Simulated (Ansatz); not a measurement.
## GeH$_{2}$OF$_{2}$: molecular dynamics (part 1 of 3)

GeH$_{2}$OF$_{2}$, computed with RKS PBE0-D4/def2-SVP (Ansatz 0.2.0).

It belongs to a series of runs on one base structure; here: dynamics from the last frame of an earlier run. Figures and captions count atoms from 1; the log counts them from 0 in places.

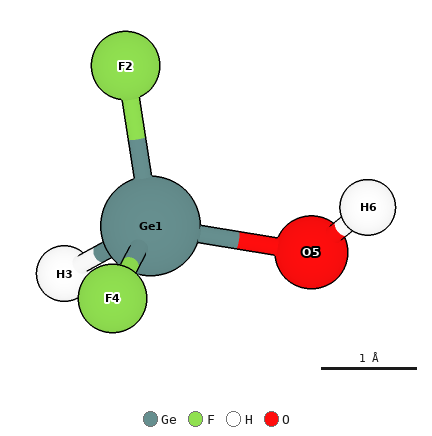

**Figure 1.** The starting structure (ball-and-stick view, seen at a tilt; atoms are numbered from 1 in the order of the input). Sticks mark near contacts. Bond lengths as drawn: F–Ge 1.72 to 1.73 Å, Ge–H 1.54 Å, Ge–O 1.74 Å and H–O 0.97 Å.

**Results in brief**

```json
{"quantity": "outcome", "value": "finished"}
{"quantity": "mean temperature over the second half", "value": "171 K"}
{"quantity": "trajectory", "value": "100 steps, 100 fs"}
{"quantity": "ensemble", "value": "nve"}
{"quantity": "temperature in the input", "value": "300.0 K"}
{"quantity": "time step", "value": "1.0 fs"}
{"quantity": "potential energy (last step)", "value": "−64006.6310 eV"}
{"quantity": "mean-field energy (last step)", "value": "−64006.5555 eV"}
{"quantity": "largest force (length of the vector) (last step)", "value": "1.029 eV/Å"}
{"quantity": "hardware", "value": "1 thread of Arm Neoverse V1, 24 GiB of memory available, shared host"}
{"quantity": "wall time", "value": "5.6 min"}
{"quantity": "peak memory", "value": "0.17 GiB"}
```

So short a trajectory is not equilibrated.

**The input**
```yaml
crystal:
  periodic: [false, false, false]
  atoms:
    - { symbol: Ge, position_ang: [0.087914, -0.060297, 0.022286] }
    - { symbol: F, position_ang: [0.112183, 0.062897, 1.743863] }
    - { symbol: H, position_ang: [1.519177, 0.101144, -0.52613] }
    - { symbol: F, position_ang: [-0.931917, 1.21206, -0.527293] }
    - { symbol: O, position_ang: [-0.6699, -1.558214, -0.430502] }
    - { symbol: H, position_ang: [-1.481682, -1.764283, 0.055756] }
basis:
  gaussian: { orbitals: def2-SVP }
hamiltonian:
  xc: pbe0
  dispersion: d4
md:
  timestep: 1.0
  n_steps: 100
  ensemble: nve
  temperature: 300.0
  initial_velocities: maxwell_boltzmann
  seed: 858274
```

Command:
```bash
ansatz run input.yaml --threads 1 --pin off --max-ram 2048MiB --backend cpu --events-out ev --progress --plain --runs-dir out
```

**The program's output**
```
Engine: ansatz 0.2.0, aarch64-unknown-linux-gnu
Functional definition: PBE0
  parameter a = 0.25
  parameter kappa = 0.804
  parameter beta = 0.06672455060314922
  exchange = (1 - a)*pbe_x(kappa = kappa, mu = beta*pi^2/3) + a*exact_x
  correlation = pbe_c(beta = beta)
863 factors; integrals over basis functions are off by at most 3.9e-4 eV
mean field evaluation 1: about -64000.6353 eV, gradient 6.1e1 eV
mean field evaluation 2: about -63991.4099 eV, gradient 9.6e1 eV
mean field evaluation 4: about -64006.6025 eV, gradient 4.0e0 eV
mean field evaluation 8: about -64006.6426 eV, gradient 1.5e-1 eV
mean field -64006.64261119 eV, -2352.2007307007 hartree, gradient 3.9e-5 eV, S^2 0.000000; 0 other end points of the search recorded, 0 dependent functions left out
the calculation of the forces begins
reference -64006.64263209 eV, -2352.2007314685 hartree; 30, 30 occupied and 54, 54 virtual orbitals, 863 factors
md step     0: t =     0.00 fs  T =   300.0 K  F+E_penalty+E_count = -64006.71796302 eV  E_kin = 0.155112 eV  conserved = -64006.56285102 eV  (24 SCF iters)
these checks for a lower state are left out or cut short: starts, cluster_reference, orbital_swaps, neighbouring_geometries, increment
863 factors; integrals over basis functions are off by at most 4.0e-4 eV
mean field evaluation 16: about -64006.6171 eV, gradient 1.8e0 eV
mean field -64006.64024919 eV, -2352.2006438988 hartree, gradient 1.4e-5 eV, S^2 0.000000; 0 other end points of the search recorded, 0 dependent functions left out
the calculation of the forces begins
reference -64006.64027018 eV, -2352.2006446701 hartree; 30, 30 occupied and 54, 54 virtual orbitals, 863 factors
md step     1: t =     1.00 fs  T =   296.8 K  F+E_penalty+E_count = -64006.71561985 eV  E_kin = 0.153444 eV  conserved = -64006.56217634 eV  (28 SCF iters, 3 dispersion substeps)
[... from here on the SCF iterations and repeated set-up lines of each step are left out, up to the last step ...]
md step     2: t =     2.00 fs  T =   277.0 K  F+E_penalty+E_count = -64006.70380787 eV  E_kin = 0.143196 eV  conserved = -64006.56061211 eV  (27 SCF iters, 3 dispersion substeps)
md step     3: t =     3.00 fs  T =   272.5 K  F+E_penalty+E_count = -64006.70252469 eV  E_kin = 0.140879 eV  conserved = -64006.56164530 eV  (28 SCF iters, 3 dispersion substeps)
md step     4: t =     4.00 fs  T =   262.5 K  F+E_penalty+E_count = -64006.69856109 eV  E_kin = 0.135717 eV  conserved = -64006.56284422 eV  (28 SCF iters, 3 dispersion substeps)
md step     5: t =     5.00 fs  T =   220.4 K  F+E_penalty+E_count = -64006.67570181 eV  E_kin = 0.113973 eV  conserved = -64006.56172909 eV  (28 SCF iters, 3 dispersion substeps)
md step     6: t =     6.00 fs  T =   171.6 K  F+E_penalty+E_count = -64006.64912703 eV  E_kin = 0.088722 eV  conserved = -64006.56040516 eV  (27 SCF iters, 3 dispersion substeps)
md step     7: t =     7.00 fs  T =   149.4 K  F+E_penalty+E_count = -64006.63805846 eV  E_kin = 0.077220 eV  conserved = -64006.56083806 eV  (30 SCF iters, 3 dispersion substeps)
md step     8: t =     8.00 fs  T =   142.7 K  F+E_penalty+E_count = -64006.63616893 eV  E_kin = 0.073799 eV  conserved = -64006.56237023 eV  (29 SCF iters, 3 dispersion substeps)
md step     9: t =     9.00 fs  T =   115.7 K  F+E_penalty+E_count = -64006.62210746 eV  E_kin = 0.059812 eV  conserved = -64006.56229556 eV  (29 SCF iters, 3 dispersion substeps)
md step    10: t =    10.00 fs  T =    73.6 K  F+E_penalty+E_count = -64006.59837479 eV  E_kin = 0.038068 eV  conserved = -64006.56030657 eV  (29 SCF iters, 3 dispersion substeps)
md step    11: t =    11.00 fs  T =    60.3 K  F+E_penalty+E_count = -64006.59175356 eV  E_kin = 0.031174 eV  conserved = -64006.56057950 eV  (30 SCF iters, 3 dispersion substeps)
md step    12: t =    12.00 fs  T =    70.8 K  F+E_penalty+E_count = -64006.59894748 eV  E_kin = 0.036628 eV  conserved = -64006.56231972 eV  (29 SCF iters, 3 dispersion substeps)
md step    13: t =    13.00 fs  T =    66.7 K  F+E_penalty+E_count = -64006.59627890 eV  E_kin = 0.034461 eV  conserved = -64006.56181806 eV  (29 SCF iters, 3 dispersion substeps)
md step    14: t =    14.00 fs  T =    56.0 K  F+E_penalty+E_count = -64006.58933849 eV  E_kin = 0.028948 eV  conserved = -64006.56039072 eV  (29 SCF iters, 3 dispersion substeps)
md step    15: t =    15.00 fs  T =    73.3 K  F+E_penalty+E_count = -64006.59832559 eV  E_kin = 0.037895 eV  conserved = -64006.56043026 eV  (29 SCF iters, 3 dispersion substeps)
md step    16: t =    16.00 fs  T =   117.4 K  F+E_penalty+E_count = -64006.62264750 eV  E_kin = 0.060712 eV  conserved = -64006.56193588 eV  (26 SCF iters, 3 dispersion substeps)
md step    17: t =    17.00 fs  T =   151.1 K  F+E_penalty+E_count = -64006.64067637 eV  E_kin = 0.078104 eV  conserved = -64006.56257286 eV  (28 SCF iters, 3 dispersion substeps)
md step    18: t =    18.00 fs  T =   161.2 K  F+E_penalty+E_count = -64006.64428746 eV  E_kin = 0.083342 eV  conserved = -64006.56094517 eV  (28 SCF iters, 3 dispersion substeps)
md step    19: t =    19.00 fs  T =   183.5 K  F+E_penalty+E_count = -64006.65531496 eV  E_kin = 0.094860 eV  conserved = -64006.56045506 eV  (28 SCF iters, 3 dispersion substeps)
md step    20: t =    20.00 fs  T =   227.6 K  F+E_penalty+E_count = -64006.67997167 eV  E_kin = 0.117690 eV  conserved = -64006.56228179 eV  (28 SCF iters, 3 dispersion substeps)
md step    21: t =    21.00 fs  T =   254.3 K  F+E_penalty+E_count = -64006.69410851 eV  E_kin = 0.131500 eV  conserved = -64006.56260899 eV  (28 SCF iters, 3 dispersion substeps)
md step    22: t =    22.00 fs  T =   253.3 K  F+E_penalty+E_count = -64006.69228644 eV  E_kin = 0.130950 eV  conserved = -64006.56133626 eV  (28 SCF iters, 3 dispersion substeps)
md step    23: t =    23.00 fs  T =   254.5 K  F+E_penalty+E_count = -64006.69240743 eV  E_kin = 0.131563 eV  conserved = -64006.56084475 eV  (28 SCF iters, 3 dispersion substeps)
md step    24: t =    24.00 fs  T =   270.7 K  F+E_penalty+E_count = -64006.70184215 eV  E_kin = 0.139948 eV  conserved = -64006.56189450 eV  (29 SCF iters, 3 dispersion substeps)
md step    25: t =    25.00 fs  T =   275.3 K  F+E_penalty+E_count = -64006.70530112 eV  E_kin = 0.142328 eV  conserved = -64006.56297280 eV  (28 SCF iters, 3 dispersion substeps)
md step    26: t =    26.00 fs  T =   244.2 K  F+E_penalty+E_count = -64006.68819235 eV  E_kin = 0.126257 eV  conserved = -64006.56193584 eV  (28 SCF iters, 3 dispersion substeps)
md step    27: t =    27.00 fs  T =   203.9 K  F+E_penalty+E_count = -64006.66575921 eV  E_kin = 0.105442 eV  conserved = -64006.56031718 eV  (29 SCF iters, 3 dispersion substeps)
md step    28: t =    28.00 fs  T =   190.4 K  F+E_penalty+E_count = -64006.65978771 eV  E_kin = 0.098453 eV  conserved = -64006.56133474 eV  (28 SCF iters, 3 dispersion substeps)
md step    29: t =    29.00 fs  T =   183.1 K  F+E_penalty+E_count = -64006.65724410 eV  E_kin = 0.094686 eV  conserved = -64006.56255854 eV  (30 SCF iters, 3 dispersion substeps)
md step    30: t =    30.00 fs  T =   152.7 K  F+E_penalty+E_count = -64006.64067603 eV  E_kin = 0.078936 eV  conserved = -64006.56174016 eV  (29 SCF iters, 3 dispersion substeps)
md step    31: t =    31.00 fs  T =   115.9 K  F+E_penalty+E_count = -64006.62052503 eV  E_kin = 0.059908 eV  conserved = -64006.56061667 eV  (29 SCF iters, 3 dispersion substeps)
md step    32: t =    32.00 fs  T =   100.8 K  F+E_penalty+E_count = -64006.61296762 eV  E_kin = 0.052118 eV  conserved = -64006.56084945 eV  (28 SCF iters, 3 dispersion substeps)
md step    33: t =    33.00 fs  T =   101.7 K  F+E_penalty+E_count = -64006.61461666 eV  E_kin = 0.052562 eV  conserved = -64006.56205493 eV  (29 SCF iters, 3 dispersion substeps)
md step    34: t =    34.00 fs  T =    89.8 K  F+E_penalty+E_count = -64006.60856211 eV  E_kin = 0.046421 eV  conserved = -64006.56214129 eV  (28 SCF iters, 3 dispersion substeps)
md step    35: t =    35.00 fs  T =    66.7 K  F+E_penalty+E_count = -64006.59492339 eV  E_kin = 0.034490 eV  conserved = -64006.56043297 eV  (26 SCF iters, 3 dispersion substeps)
md step    36: t =    36.00 fs  T =    70.9 K  F+E_penalty+E_count = -64006.59698511 eV  E_kin = 0.036666 eV  conserved = -64006.56031914 eV  (29 SCF iters, 3 dispersion substeps)
md step    37: t =    37.00 fs  T =   104.0 K  F+E_penalty+E_count = -64006.61596694 eV  E_kin = 0.053769 eV  conserved = -64006.56219763 eV  (28 SCF iters, 3 dispersion substeps)
md step    38: t =    38.00 fs  T =   123.9 K  F+E_penalty+E_count = -64006.62644204 eV  E_kin = 0.064048 eV  conserved = -64006.56239379 eV  (28 SCF iters, 3 dispersion substeps)
md step    39: t =    39.00 fs  T =   123.0 K  F+E_penalty+E_count = -64006.62467256 eV  E_kin = 0.063613 eV  conserved = -64006.56105936 eV  (29 SCF iters, 3 dispersion substeps)
md step    40: t =    40.00 fs  T =   133.4 K  F+E_penalty+E_count = -64006.62951139 eV  E_kin = 0.068974 eV  conserved = -64006.56053707 eV  (29 SCF iters, 3 dispersion substeps)
md step    41: t =    41.00 fs  T =   168.3 K  F+E_penalty+E_count = -64006.64862466 eV  E_kin = 0.087029 eV  conserved = -64006.56159558 eV  (30 SCF iters, 3 dispersion substeps)
md step    42: t =    42.00 fs  T =   200.8 K  F+E_penalty+E_count = -64006.66651973 eV  E_kin = 0.103847 eV  conserved = -64006.56267280 eV  (29 SCF iters, 3 dispersion substeps)
md step    43: t =    43.00 fs  T =   207.1 K  F+E_penalty+E_count = -64006.66867478 eV  E_kin = 0.107069 eV  conserved = -64006.56160545 eV  (29 SCF iters, 3 dispersion substeps)
md step    44: t =    44.00 fs  T =   212.6 K  F+E_penalty+E_count = -64006.67022480 eV  E_kin = 0.109922 eV  conserved = -64006.56030291 eV  (28 SCF iters, 3 dispersion substeps)
md step    45: t =    45.00 fs  T =   243.8 K  F+E_penalty+E_count = -64006.68787682 eV  E_kin = 0.126077 eV  conserved = -64006.56179962 eV  (28 SCF iters, 3 dispersion substeps)
md step    46: t =    46.00 fs  T =   268.6 K  F+E_penalty+E_count = -64006.70183218 eV  E_kin = 0.138899 eV  conserved = -64006.56293273 eV  (28 SCF iters, 3 dispersion substeps)
md step    47: t =    47.00 fs  T =   259.0 K  F+E_penalty+E_count = -64006.69568494 eV  E_kin = 0.133892 eV  conserved = -64006.56179321 eV  (28 SCF iters, 3 dispersion substeps)
md step    48: t =    48.00 fs  T =   239.6 K  F+E_penalty+E_count = -64006.68455920 eV  E_kin = 0.123893 eV  conserved = -64006.56066623 eV  (29 SCF iters, 3 dispersion substeps)
md step    49: t =    49.00 fs  T =   238.7 K  F+E_penalty+E_count = -64006.68466846 eV  E_kin = 0.123438 eV  conserved = -64006.56123032 eV  (28 SCF iters, 3 dispersion substeps)
md step    50: t =    50.00 fs  T =   242.0 K  F+E_penalty+E_count = -64006.68772054 eV  E_kin = 0.125106 eV  conserved = -64006.56261490 eV  (29 SCF iters, 3 dispersion substeps)
md step    51: t =    51.00 fs  T =   217.5 K  F+E_penalty+E_count = -64006.67469834 eV  E_kin = 0.112451 eV  conserved = -64006.56224709 eV  (29 SCF iters, 3 dispersion substeps)
md step    52: t =    52.00 fs  T =   177.3 K  F+E_penalty+E_count = -64006.65208072 eV  E_kin = 0.091657 eV  conserved = -64006.56042398 eV  (29 SCF iters, 3 dispersion substeps)
md step    53: t =    53.00 fs  T =   160.8 K  F+E_penalty+E_count = -64006.64421444 eV  E_kin = 0.083127 eV  conserved = -64006.56108697 eV  (30 SCF iters, 3 dispersion substeps)
md step    54: t =    54.00 fs  T =   154.7 K  F+E_penalty+E_count = -64006.64263865 eV  E_kin = 0.079979 eV  conserved = -64006.56265990 eV  (26 SCF iters, 3 dispersion substeps)
md step    55: t =    55.00 fs  T =   123.5 K  F+E_penalty+E_count = -64006.62575607 eV  E_kin = 0.063873 eV  conserved = -64006.56188327 eV  (28 SCF iters, 3 dispersion substeps)
md step    56: t =    56.00 fs  T =    83.0 K  F+E_penalty+E_count = -64006.60334144 eV  E_kin = 0.042940 eV  conserved = -64006.56040129 eV  (30 SCF iters, 3 dispersion substeps)
md step    57: t =    57.00 fs  T =    70.2 K  F+E_penalty+E_count = -64006.59672345 eV  E_kin = 0.036277 eV  conserved = -64006.56044598 eV  (29 SCF iters, 3 dispersion substeps)
md step    58: t =    58.00 fs  T =    84.1 K  F+E_penalty+E_count = -64006.60533843 eV  E_kin = 0.043463 eV  conserved = -64006.56187520 eV  (29 SCF iters, 3 dispersion substeps)
md step    59: t =    59.00 fs  T =    89.9 K  F+E_penalty+E_count = -64006.60883097 eV  E_kin = 0.046464 eV  conserved = -64006.56236676 eV  (29 SCF iters, 3 dispersion substeps)
md step    60: t =    60.00 fs  T =    78.5 K  F+E_penalty+E_count = -64006.60134264 eV  E_kin = 0.040609 eV  conserved = -64006.56073357 eV  (29 SCF iters, 3 dispersion substeps)
md step    61: t =    61.00 fs  T =    86.3 K  F+E_penalty+E_count = -64006.60501153 eV  E_kin = 0.044635 eV  conserved = -64006.56037617 eV  (29 SCF iters, 3 dispersion substeps)
md step    62: t =    62.00 fs  T =   120.6 K  F+E_penalty+E_count = -64006.62447177 eV  E_kin = 0.062347 eV  conserved = -64006.56212491 eV  (30 SCF iters, 3 dispersion substeps)
md step    63: t =    63.00 fs  T =   143.3 K  F+E_penalty+E_count = -64006.63636949 eV  E_kin = 0.074115 eV  conserved = -64006.56225417 eV  (30 SCF iters, 3 dispersion substeps)
md step    64: t =    64.00 fs  T =   148.5 K  F+E_penalty+E_count = -64006.63768338 eV  E_kin = 0.076785 eV  conserved = -64006.56089790 eV  (28 SCF iters, 3 dispersion substeps)
md step    65: t =    65.00 fs  T =   167.7 K  F+E_penalty+E_count = -64006.64721513 eV  E_kin = 0.086733 eV  conserved = -64006.56048178 eV  (28 SCF iters, 3 dispersion substeps)
md step    66: t =    66.00 fs  T =   211.3 K  F+E_penalty+E_count = -64006.67097836 eV  E_kin = 0.109266 eV  conserved = -64006.56171197 eV  (29 SCF iters, 3 dispersion substeps)
md step    67: t =    67.00 fs  T =   247.8 K  F+E_penalty+E_count = -64006.69104079 eV  E_kin = 0.128100 eV  conserved = -64006.56294100 eV  (29 SCF iters, 3 dispersion substeps)
md step    68: t =    68.00 fs  T =   249.3 K  F+E_penalty+E_count = -64006.69084861 eV  E_kin = 0.128877 eV  conserved = -64006.56197171 eV  (29 SCF iters, 3 dispersion substeps)
md step    69: t =    69.00 fs  T =   240.2 K  F+E_penalty+E_count = -64006.68470685 eV  E_kin = 0.124185 eV  conserved = -64006.56052216 eV  (30 SCF iters, 3 dispersion substeps)
md step    70: t =    70.00 fs  T =   252.0 K  F+E_penalty+E_count = -64006.69199057 eV  E_kin = 0.130295 eV  conserved = -64006.56169530 eV  (29 SCF iters, 3 dispersion substeps)
md step    71: t =    71.00 fs  T =   260.6 K  F+E_penalty+E_count = -64006.69752580 eV  E_kin = 0.134750 eV  conserved = -64006.56277629 eV  (29 SCF iters, 3 dispersion substeps)
md step    72: t =    72.00 fs  T =   239.9 K  F+E_penalty+E_count = -64006.68578258 eV  E_kin = 0.124016 eV  conserved = -64006.56176693 eV  (26 SCF iters, 3 dispersion substeps)
md step    73: t =    73.00 fs  T =   211.5 K  F+E_penalty+E_count = -64006.67003026 eV  E_kin = 0.109357 eV  conserved = -64006.56067312 eV  (29 SCF iters, 3 dispersion substeps)
md step    74: t =    74.00 fs  T =   202.8 K  F+E_penalty+E_count = -64006.66600922 eV  E_kin = 0.104868 eV  conserved = -64006.56114111 eV  (29 SCF iters, 3 dispersion substeps)
md step    75: t =    75.00 fs  T =   201.5 K  F+E_penalty+E_count = -64006.66672989 eV  E_kin = 0.104180 eV  conserved = -64006.56254988 eV  (28 SCF iters, 3 dispersion substeps)
md step    76: t =    76.00 fs  T =   173.6 K  F+E_penalty+E_count = -64006.65230857 eV  E_kin = 0.089783 eV  conserved = -64006.56252520 eV  (28 SCF iters, 3 dispersion substeps)
md step    77: t =    77.00 fs  T =   123.3 K  F+E_penalty+E_count = -64006.62438325 eV  E_kin = 0.063775 eV  conserved = -64006.56060849 eV  (27 SCF iters, 3 dispersion substeps)
md step    78: t =    78.00 fs  T =    94.0 K  F+E_penalty+E_count = -64006.60911107 eV  E_kin = 0.048607 eV  conserved = -64006.56050451 eV  (29 SCF iters, 3 dispersion substeps)
md step    79: t =    79.00 fs  T =    89.2 K  F+E_penalty+E_count = -64006.60825878 eV  E_kin = 0.046141 eV  conserved = -64006.56211786 eV  (29 SCF iters, 3 dispersion substeps)
md step    80: t =    80.00 fs  T =    74.1 K  F+E_penalty+E_count = -64006.60021408 eV  E_kin = 0.038292 eV  conserved = -64006.56192165 eV  (29 SCF iters, 3 dispersion substeps)
md step    81: t =    81.00 fs  T =    50.3 K  F+E_penalty+E_count = -64006.58661799 eV  E_kin = 0.026023 eV  conserved = -64006.56059547 eV  (29 SCF iters, 3 dispersion substeps)
md step    82: t =    82.00 fs  T =    49.8 K  F+E_penalty+E_count = -64006.58616103 eV  E_kin = 0.025770 eV  conserved = -64006.56039119 eV  (29 SCF iters, 3 dispersion substeps)
md step    83: t =    83.00 fs  T =    77.5 K  F+E_penalty+E_count = -64006.60176215 eV  E_kin = 0.040095 eV  conserved = -64006.56166746 eV  (29 SCF iters, 3 dispersion substeps)
md step    84: t =    84.00 fs  T =   101.4 K  F+E_penalty+E_count = -64006.61494295 eV  E_kin = 0.052416 eV  conserved = -64006.56252737 eV  (29 SCF iters, 3 dispersion substeps)
md step    85: t =    85.00 fs  T =   103.5 K  F+E_penalty+E_count = -64006.61465783 eV  E_kin = 0.053533 eV  conserved = -64006.56112528 eV  (29 SCF iters, 3 dispersion substeps)
md step    86: t =    86.00 fs  T =   117.3 K  F+E_penalty+E_count = -64006.62070681 eV  E_kin = 0.060631 eV  conserved = -64006.56007605 eV  (29 SCF iters, 3 dispersion substeps)
md step    87: t =    87.00 fs  T =   164.4 K  F+E_penalty+E_count = -64006.64676936 eV  E_kin = 0.085012 eV  conserved = -64006.56175754 eV  (27 SCF iters, 3 dispersion substeps)
md step    88: t =    88.00 fs  T =   208.6 K  F+E_penalty+E_count = -64006.67047499 eV  E_kin = 0.107836 eV  conserved = -64006.56263890 eV  (28 SCF iters, 3 dispersion substeps)
md step    89: t =    89.00 fs  T =   226.1 K  F+E_penalty+E_count = -64006.67841471 eV  E_kin = 0.116895 eV  conserved = -64006.56152019 eV  (29 SCF iters, 3 dispersion substeps)
md step    90: t =    90.00 fs  T =   241.3 K  F+E_penalty+E_count = -64006.68545995 eV  E_kin = 0.124740 eV  conserved = -64006.56072013 eV  (29 SCF iters, 3 dispersion substeps)
md step    91: t =    91.00 fs  T =   273.8 K  F+E_penalty+E_count = -64006.70306609 eV  E_kin = 0.141544 eV  conserved = -64006.56152218 eV  (27 SCF iters, 3 dispersion substeps)
md step    92: t =    92.00 fs  T =   302.7 K  F+E_penalty+E_count = -64006.71932073 eV  E_kin = 0.156490 eV  conserved = -64006.56283049 eV  (29 SCF iters, 3 dispersion substeps)
md step    93: t =    93.00 fs  T =   297.4 K  F+E_penalty+E_count = -64006.71604741 eV  E_kin = 0.153772 eV  conserved = -64006.56227577 eV  (29 SCF iters, 3 dispersion substeps)
md step    94: t =    94.00 fs  T =   273.4 K  F+E_penalty+E_count = -64006.70189586 eV  E_kin = 0.141347 eV  conserved = -64006.56054876 eV  (29 SCF iters, 3 dispersion substeps)
md step    95: t =    95.00 fs  T =   267.9 K  F+E_penalty+E_count = -64006.69981729 eV  E_kin = 0.138493 eV  conserved = -64006.56132425 eV  (29 SCF iters, 3 dispersion substeps)
md step    96: t =    96.00 fs  T =   265.0 K  F+E_penalty+E_count = -64006.69983420 eV  E_kin = 0.136995 eV  conserved = -64006.56283895 eV  (28 SCF iters, 3 dispersion substeps)
md step    97: t =    97.00 fs  T =   230.1 K  F+E_penalty+E_count = -64006.68109162 eV  E_kin = 0.118978 eV  conserved = -64006.56211326 eV  (28 SCF iters, 3 dispersion substeps)
md step    98: t =    98.00 fs  T =   178.3 K  F+E_penalty+E_count = -64006.65290051 eV  E_kin = 0.092207 eV  conserved = -64006.56069374 eV  (28 SCF iters, 3 dispersion substeps)
```
